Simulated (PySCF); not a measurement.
# C4H3BrO (3-bromofuran): the cost of one run

Computed with PySCF 2.14.0 and routines of our own; the level stands in each step. Atoms count from 0.

## 1. The starting structure

9 atoms, charge 0, multiplicity 1; geometry from: GFN2-xTB.

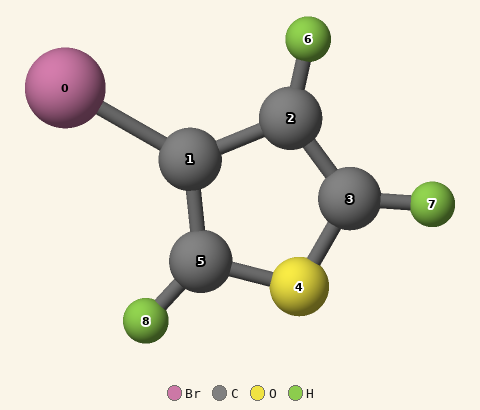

The starting geometry (bromine pink, carbon grey, oxygen yellow, hydrogen green).

## 2. Optimising the geometry at PBE0-D3(BJ)/def2-SVP

The job: settings as JSON, then the geometry in Å.

```
{"job": {"xc": "PBE0", "basis": "def2-SVP", "d3": "d3bj", "grid": 1, "maxiter": 30, "shake": 0.01, "kind": "geom"}, "charge": 0, "multiplicity": 1}
Br     2.706340     0.700400     0.218480
C      0.897110     0.154740     0.065680
C     -0.266740     0.984810    -0.005840
C     -1.260670     0.127820    -0.099160
O     -0.874100    -1.155070    -0.106060
C      0.460900    -1.125810     0.001460
H     -0.259210     2.054590     0.027390
H     -2.334070     0.299860    -0.174510
H      0.988250    -2.058490     0.038830
```

Command:

```
$ OMP_NUM_THREADS=1 python heavy_run.py task.json out
```

One launch serves the whole session: the jobs run in the order shown.

**Question.** How long does this first job take on 1 thread of Arm Neoverse N1, shared host, and how much memory does it need?

About 56 s, with a peak of 0.5 GiB.
